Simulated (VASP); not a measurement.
Band structure of FePt (L1_0). These are r2SCAN+rVV10, VASP's PBE PAW potentials (set 64) (plane waves; VASP) values and carry that method's errors.

Unless said otherwise, spin-orbit coupling is left out, though it shifts the bands of the heavy elements here.

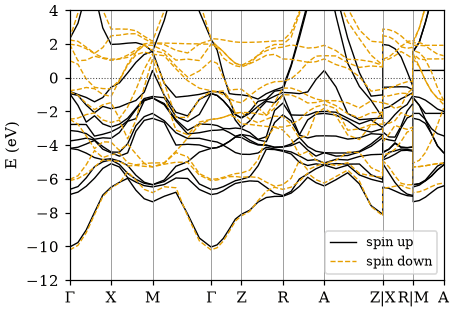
Fig. 1. Bands along high-symmetry lines, zero at the valence-band maximum or, without a gap, the Fermi level

Task: Read the plot: is there a gap, and where are the band edges?

Result: It has no gap at this level: it comes out as a metal or semimetal.

The compound is FePt in the L1_0 structure. It was relaxed first.
